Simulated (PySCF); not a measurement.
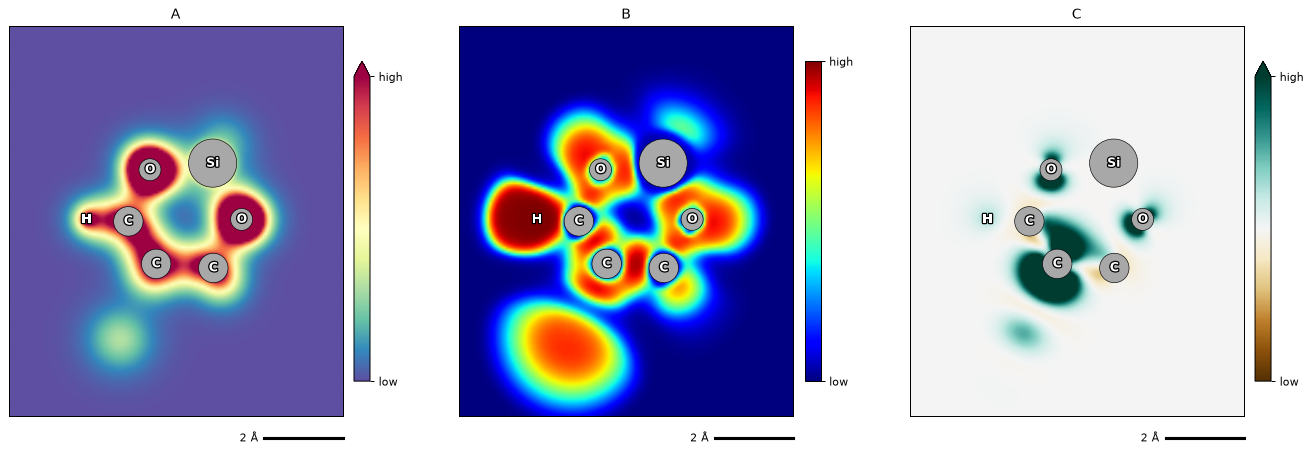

C3H5ClO2Si (charge −1, doublet): 3 fields on the plane of atoms O4, C3 and H8, with unlabelled colour scales. Grey discs cover the atomic cores.

Geometry: GFN2-xTB; at this geometry the atoms fall into two loosely joined parts.

Method: UKS B3LYP, pcH-1 on C Cl H O Si, non-relativistic, mean-field spin-orbit, GIAO (PySCF 2.14.0, density-fitted response routines).

```xyz
12

Cl   -2.8872    1.7194    0.7132
C    -1.0831    0.5236   -0.2060
C    -0.1486    1.2106   -0.7951
O     1.2180    0.7924   -0.8852
Si    1.6648   -0.5670   -0.1367
O     0.3897   -1.3084    0.5342
C    -0.9272   -0.7292    0.5389
H    -0.2799    2.1528   -1.3015
H     2.2256   -1.4870   -1.1337
H     2.6271   -0.2444    0.9247
H    -1.2007   -0.5636    1.5877
H    -1.5972   -1.4998    0.1335
```

> The panels show electron density, electron localisation function and spin density in some order. Assign them.

Panel A: electron density. Panel B: electron localisation function. Panel C: spin density (confined to the atoms that carry the unpaired spin). From the grid: C–C (1.30 Å): ρ is about 2.4 e/Å³ halfway; the ELF peaks at about 0.90 between the atoms; a multiple bond. C–O (1.43 Å): the density is about 1.9 e/Å³ at the midpoint, with its minimum of 1.6 e/Å³ about 0.5 Å from C; the ELF peaks at about 0.85 between the atoms, as expected for a shared but strongly polarised pair.
